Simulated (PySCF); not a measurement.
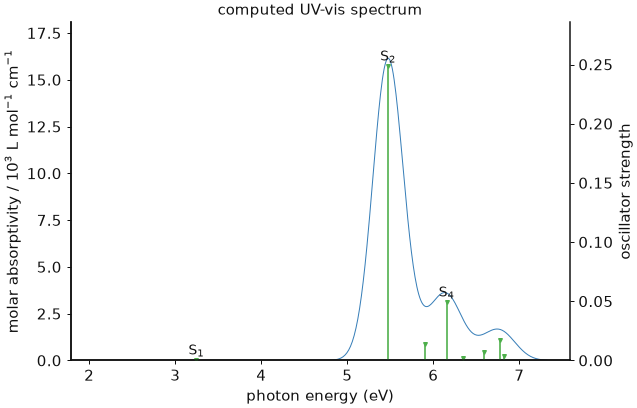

Computed absorption of C₄H₆O₂SSi, SMILES C=C[C@@H]1O[SiH2]OC1=S. Vertical TDDFT excitations, CAM-B3LYP/def2-SVPD, PySCF 2.14.0, at a GFN2-xTB geometry (no frequency check), gas phase. The lowest 8 singlet states are shown; each is broadened by a Gaussian of 1/e half-width 0.25 eV. Sticks give oscillator strengths (right axis).

Which of the computed transitions is the brightest, and what character does the calculation give it?

S2 at 5.47 eV (226 nm), f = 0.249, mainly HOMO−1 → LUMO (92 %).

Where is the lowest singlet, and is it bright?

S1 lies at 3.25 eV (382 nm) with f = 0.000, mainly HOMO → LUMO (97 %); it is dark or nearly so.

Does any vertical transition fall in the visible?

No singlet lies below 3.1 eV (beyond 400 nm), so at this level no vertical transition falls in the visible.

Note: the tight-binding geometry is rougher than a DFT one and adds to the error; one conformer of a flexible molecule; core orbitals are frozen in the response.
